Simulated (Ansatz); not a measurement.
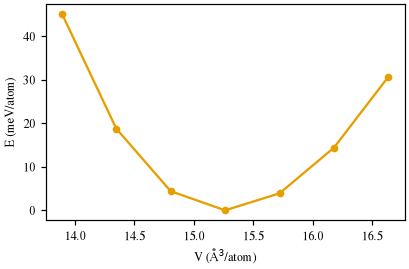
Figure. NiGe2 in space group Fddd (No. 70; Ge on 16f, Ni on 8a) under volume change, plane-wave PAW PBE (Ansatz code), shape and atoms relaxed at each volume.

Task: What does a third-order Birch–Murnaghan fit give for V₀, B₀ and B′?

Result: V₀ = 15.27 Å³/atom, B₀ = 95.6 GPa, B′ = 5.2.

The cell is a constructed one: a structure type filled with these elements; neither database checked (COD, Materials Project) lists it. Whether it is the stable phase at ambient conditions was not checked. The PBE relaxation kept the symmetry of its start; whether a distortion lowers the energy is not shown. The workflow began spin-polarised and lost its moments.

Potentials: the later of the program's two PAW sets.
